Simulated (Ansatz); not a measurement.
```
CELL_PARAMETERS angstrom
6.13285 0.00000 0.00000
-3.06643 5.31121 0.00000
0.00000 0.00000 3.33839
ATOMIC_POSITIONS crystal
Ca 0.00000 0.00000 0.00000
P 0.50000 0.00000 0.50000
P 0.50000 0.50000 0.50000
P 0.00000 0.50000 0.50000
P 0.33333 0.66667 0.00000
P 0.66667 0.33333 0.00000
```

Space group P6/mmm; a structure generated by program, which may or may not match a known phase; computed without spin polarisation.

Level of theory: Ansatz, DFT PBE, scalar-relativistic, plane waves, PAW.

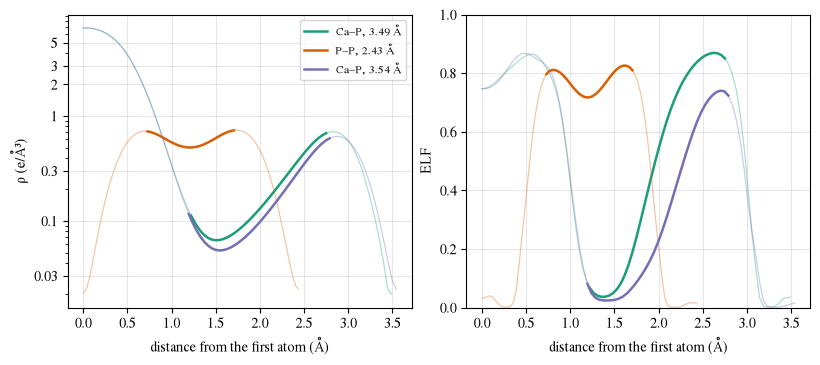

CaP₅. Valence pseudo-density and ELF along straight lines between neighbouring atoms. Thin, pale parts lie inside the atomic spheres.

In a PAW calculation such maps are meaningful between the atoms, not at the nuclei.

> What can be read from the curves?

Ca–P (3.49 Å): ρ is about 0.08 e/Å³ halfway, with its minimum of 0.07 e/Å³ about 1.5 Å from Ca; the ELF is about 0.25 at the midpoint and 0.05 at its lowest between the atoms: no shared electron pair shows on this line.
P–P (2.43 Å): ρ is about 0.5 e/Å³ halfway; the ELF peaks at about 0.85 between the atoms.
Ca–P (3.54 Å): ρ is about 0.06 e/Å³ halfway, with its minimum of 0.05 e/Å³ about 1.5 Å from Ca; the ELF is about 0.10 at the midpoint: no localised pair shows between them.
